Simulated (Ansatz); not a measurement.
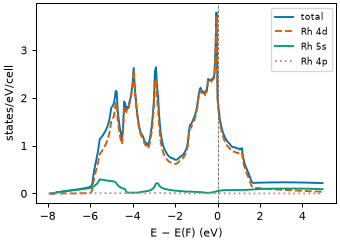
Figure. Total and projected density of states of Rh (bcc (W type), space group No. 229), plane-wave PAW r²SCAN (Ansatz code)

**Question.** Which orbitals carry the states next to the Fermi level?

**Answer.** Within 0.5 eV of the Fermi level: Rh 4d 97 %. Projections are on Löwdin-orthogonalised atomic valence shells; empty p or d shells of many metals are not among them.

Space group Im-3m (bcc (W type)). The start of the workflow was typed in or built on a structure type; the Crystallography Open Database copy checked does not list it. It is not the phase usual at ambient conditions (space group No. 225). The cell was relaxed with r²SCAN under the symmetry of its start. At this level the phase is mechanically unstable. The run is not spin-polarised. Scalar-relativistic: spin–orbit coupling is off unless named, which matters more the heavier the elements.

Potentials: the later of the program's two PAW sets.
